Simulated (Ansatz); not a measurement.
# InNH3Cl (SMILES [NH2][InH][Cl]) at r2SCAN/def2-SVPD (core potential)

Aim: the electronic atomisation energy of InNH3Cl at r2SCAN/def2-SVPD (core potential), from 5 runs. 

The calculation is run with Ansatz 0.2.0.

22 further runs of the same task are left out: 22 set aside as unsound or not needed.

### Step 1. The system as given

The species is InNH3Cl (6 atoms), meant as a singlet with charge 0. As SMILES, `[NH2][InH][Cl]`. The shape is that of a PBE0-D4/def2-TZVP optimisation.

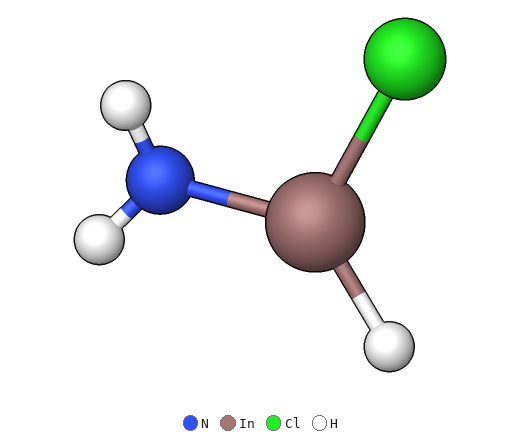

The structure, seen from a chosen angle (nitrogen blue, indium brown, chlorine green, hydrogen white).

### Step 2. A single-point energy at r2SCAN/def2-SVPD (core potential)

Input file input.yaml:

```yaml
crystal:
  periodic: [false, false, false]
  atoms:
    - symbol: N
      position_ang: [-1.020800, 0.188100, -0.504100]
    - symbol: In
      position_ang: [0.792100, 0.148600, 0.327900]
    - symbol: Cl
      position_ang: [0.990800, -1.771000, 1.649200]
    - symbol: H
      position_ang: [-1.219400, 0.761400, -1.308200]
    - symbol: H
      position_ang: [-1.558200, -0.664500, -0.526800]
    - symbol: H
      position_ang: [2.057500, 1.273400, 0.315800]
basis:
  gaussian: {orbitals: def2-SVPD}
hamiltonian: {xc: r2scan}
accuracy: high
output: {orbitals: {seedname: orbitals}}
```

Command:

```bash
$ ansatz run input.yaml --threads 1 --pin off --max-ram 3480MiB --events-out events.jsonl --progress --plain --runs-dir runs
```

What it wrote:

```text
Warning: RAYON_NUM_THREADS=1 ignored (pool sized by the plan → 1); use --threads N
Functional definition: r2SCAN
  name "r2SCAN"
  parameter k0 = 0.174
  parameter k1 = 0.065
  parameter a1 = 4.9479
  exchange = r2scan_x(k0 = k0, k1 = k1, a1 = a1)
  correlation = r2scan_c
2197 factors; integrals over basis functions are off by at most 3.8e-9 eV
mean field evaluation 1: about -19223.7070 eV, gradient 6.3e1 eV
mean field evaluation 2: about -19170.5707 eV, gradient 1.3e2 eV
mean field evaluation 4: about -19231.8449 eV, gradient 1.1e1 eV
mean field evaluation 8: about -19232.1556 eV, gradient 1.8e-1 eV
mean field evaluation 16: about -19232.1557 eV, gradient 3.7e-5 eV
mean field -19232.15565600 eV, -706.7686843347 hartree, gradient 3.8e-8 eV, S^2 0.000000; 0 other end points of the search recorded, 0 dependent functions left out
reference -19232.15565716 eV, -706.7686843772 hartree; 24, 24 occupied and 79, 79 virtual orbitals, 2197 factors
Total energy: -19232.15565716 eV, -706.7686843772 hartree
```

It took 16 s on 1 thread of Intel Xeon Platinum 8259CL at 2.50GHz (Skylake/Cascade Lake), shared host; peak memory 0.37 GiB.

### Step 3. The Cl atom at the same level

Input file in.yaml:

```yaml
crystal:
  periodic: [false, false, false]
  atoms:
    - symbol: Cl
      position_ang: [0.000000, 0.000000, 0.000000]
basis:
  gaussian:
    orbitals: def2-SVPD
magnetization:
  spin_polarized: true
  initial_magnetization: 1
hamiltonian:
  xc: {name: r2SCAN}
accuracy: high
```

Command:

```bash
$ ansatz run in.yaml --threads 1 --pin off --max-ram 3480MiB --events-out events.jsonl --progress --plain --runs-dir runs
```

What it wrote, shortened:

```text
Warning: RAYON_NUM_THREADS=1 ignored (pool sized by the plan → 1); use --threads N
[... 7 set-up lines as earlier in the session ...]
222 factors; integrals over basis functions are off by at most 2.5e-9 eV
mean field evaluation 1: about -12516.2535 eV, gradient 3.5e0 eV
mean field evaluation 2: about -12516.3290 eV, gradient 1.5e0 eV
mean field evaluation 4: about -12516.3393 eV, gradient 1.8e-2 eV
mean field evaluation 8: about -12516.3411 eV, gradient 1.0e-3 eV
mean field evaluation 16: about -12516.3411 eV, gradient 9.6e-8 eV
mean field evaluation 32: about -12516.3411 eV, gradient 2.2e-4 eV
mean field -12516.34106511 eV, -459.9670502621 hartree, gradient 2.2e-8 eV, S^2 0.753938; 1 other end points of the search recorded, 0 dependent functions left out
reference -12516.34107444 eV, -459.9670506049 hartree; 9, 8 occupied and 18, 19 virtual orbitals, 222 factors
Total energy: -12516.34107444 eV, -459.9670506049 hartree
```

Run time: 2.8 s. Hardware: 1 thread of Intel Xeon Platinum 8259CL at 2.50GHz (Skylake/Cascade Lake), shared host; peak memory 0.14 GiB.

### Step 4. The H atom at the same level

Input file input.yaml:

```yaml
crystal:
  periodic: [false, false, false]
  atoms:
    - {symbol: H, position_ang: [0.000000, 0.000000, 0.000000]}
basis:
  gaussian: {orbitals: def2-SVPD}
hamiltonian: {xc: r2scan}
accuracy: high
magnetization: {spin_polarized: true, initial_magnetization: 1}
```

Run the same way, it converges to -0.49921 Eh (log not shown).

### Step 5. The In atom

Input file run.yaml:

```yaml
crystal:
  periodic: [false, false, false]
  atoms:
    - {symbol: In, position_ang: [0.000000, 0.000000, 0.000000]}
basis:
  gaussian: {orbitals: def2-SVPD}
accuracy: high
hamiltonian: {xc: r2scan}
magnetization: {spin_polarized: true, initial_magnetization: 1}
```

Command:

```bash
$ ansatz run run.yaml --threads 1 --pin off --max-ram 3480MiB --events-out events.jsonl --progress --plain --runs-dir runs
```

What it wrote, shortened:

```text
Warning: RAYON_NUM_THREADS=1 ignored (pool sized by the plan → 1); use --threads N
[... 7 set-up lines as earlier in the session ...]
297 factors; integrals over basis functions are off by at most 1.1e-9 eV
mean field evaluation 1: about -5174.9273 eV, gradient 2.1e0 eV
mean field evaluation 2: about -5174.9733 eV, gradient 4.9e-1 eV
mean field evaluation 4: about -5174.9730 eV, gradient 5.0e-1 eV
mean field evaluation 8: about -5174.9746 eV, gradient 4.7e-3 eV
mean field evaluation 16: about -5174.9746 eV, gradient 1.1e-6 eV
mean field evaluation 32: about -5174.8773 eV, gradient 2.5e0 eV
mean field evaluation 64: about -5174.9746 eV, gradient 2.2e-5 eV
mean field evaluation 96: about -5174.9746 eV, gradient 1.0e-4 eV
mean field -5174.97459970 eV, -190.1768088151 hartree, gradient 2.8e-8 eV, S^2 0.755259; 5 other end points of the search recorded, 0 dependent functions left out
reference -5174.97460474 eV, -190.1768090004 hartree; 11, 10 occupied and 21, 22 virtual orbitals, 297 factors
Total energy: -5174.97460474 eV, -190.1768090004 hartree
```

Run time: 16 s. Hardware: 1 thread of Intel Xeon Platinum 8259CL at 2.50GHz (Skylake/Cascade Lake), shared host; peak memory 0.21 GiB.

### Step 6. The N atom, same level

Input file run.yaml:

```yaml
basis:
  gaussian:
    orbitals: def2-SVPD
crystal:
  periodic: [false, false, false]
  atoms:
    - {symbol: N, position_ang: [0.000000, 0.000000, 0.000000]}
magnetization:
  spin_polarized: true
  initial_magnetization: 3
hamiltonian:
  xc: {name: r2SCAN}
accuracy: high
```

Run the same way, it converges to -54.51625 Eh (log not shown).

### Step 7. What came out

Level: r2SCAN/def2-SVPD (core potential).

| quantity | value |
| --- | --- |
| molecule: total energy | -706.76868 Eh |
| molecule: HOMO energy | -6.53 eV |
| molecule: LUMO energy | -1.75 eV |
| molecule: HOMO–LUMO gap | 4.78 eV |
| Cl atom: total energy | -459.96705 Eh |
| Cl atom: ⟨S²⟩ | 0.754 |
| H atom: total energy | -0.49921 Eh |
| H atom: ⟨S²⟩ | 0.750 |
| In atom: total energy | -190.17681 Eh |
| In atom: ⟨S²⟩ | 0.755 |
| N atom: total energy | -54.51625 Eh |
| N atom: ⟨S²⟩ | 3.756 |
| electronic atomisation energy | 16.625 eV |

What this shows: Taking the molecule apart into free atoms costs 16.62 eV (1604 kJ/mol), before zero-point energy and without spin-orbit coupling.
